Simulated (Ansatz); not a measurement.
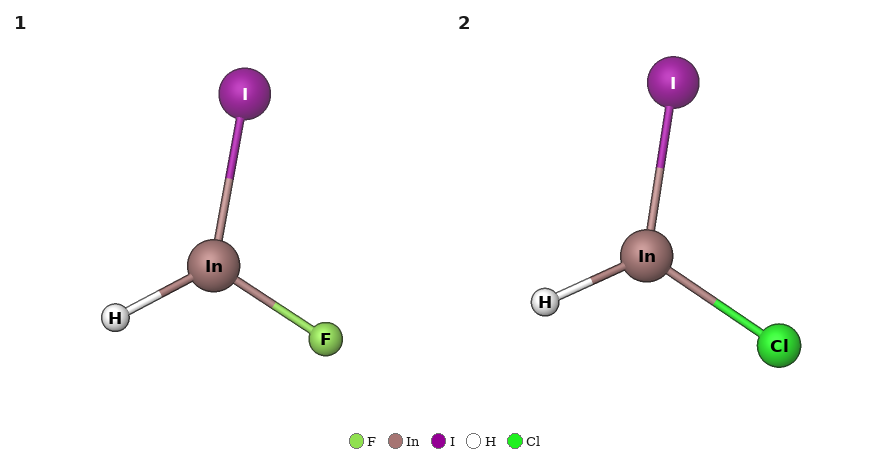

2 molecules with one skeleton, seen from the same side and at one scale. Charge 0, singlet. Computed geometries: PBE0-D4/def2-TZVP optimisations, one conformation each. Properties computed with Ansatz 0.2.0. Elements past Kr carry core potentials.

One atom differs, called X below: F in panel 1, Cl in panel 2. Their formulas are FHIIn (`[F][InH][I]`), ClHIIn (`[Cl][InH][I]`).

**In which is the length of X–In larger (PBE0-D4/def2-TZVP)?**

In panel 2 (X = Cl).

**In which is the dipole moment larger (PBE-D4/def2-TZVPP)?**

In panel 1 (X = F).

Give the values. With PBE0-D4/def2-TZVP: length of X–In (Å), angle X–In–I (°). With PBE0-D4/def2-QZVPP: HOMO energy (Kohn–Sham orbital) (eV), HOMO–LUMO gap (eV). With PBE-D4/def2-TZVPP: dipole moment (D).

```
                            quantity  1 (F)  2 (Cl)   2 − 1
                  length of X–In (Å)  1.945   2.321  +0.376
                    angle X–In–I (°)  110.8   113.2    +2.4
HOMO energy (Kohn–Sham orbital) (eV)  −7.94   −7.86   +0.08
                  HOMO–LUMO gap (eV)   5.97    5.80   −0.17
                   dipole moment (D)   2.42    1.98   −0.44
```
